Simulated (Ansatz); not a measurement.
BiN (space group P6_3/mmc, No. 194). Coordinates: coordinates from a relaxation at fixed volume with DFT PBEsol, scalar-relativistic, plane waves, PAW in Ansatz 0.2.0; the starting structure was generated, so it need not be a known form of this composition.

```cif
data_structure
_symmetry_space_group_name_H-M 'P 1'
_symmetry_Int_Tables_number 1
_cell_length_a 3.4262
_cell_length_b 3.4262
_cell_length_c 6.3239
_cell_angle_alpha 90.000
_cell_angle_beta 90.000
_cell_angle_gamma 120.000
_cell_volume 64.29
loop_
_atom_site_label
_atom_site_type_symbol
_atom_site_fract_x
_atom_site_fract_y
_atom_site_fract_z
_atom_site_occupancy
Bi1 Bi 0.00000 0.00000 0.00000 1
Bi2 Bi 0.00000 0.00000 0.50000 1
N1 N 0.33333 0.66667 0.25000 1
N2 N 0.66667 0.33333 0.75000 1
```

Describe the stacking along c, with columns A (0, 0), B (1/3, 2/3), C (2/3, 1/3) of the hexagonal mesh.

Bi(A) – N(B) – Bi(A) – N(C) (four layers in 6.32 Å).

N layers alone: BC, the hexagonal close-packed type.

Bi: two octahedral sites in each hexagonal cell.

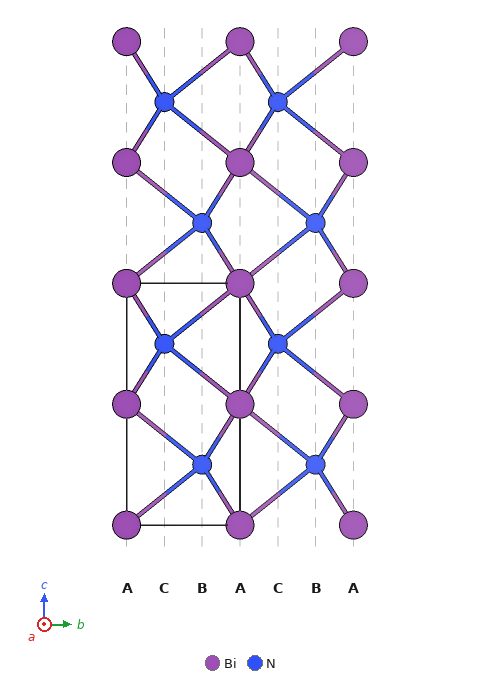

The picture looks along a close-packed row of the hexagonal mesh; c points upwards. The dashed lines mark the three columns A (0, 0), B (1/3, 2/3) and C (2/3, 1/3). The sequence starts with the first layer at or above the cell's origin.
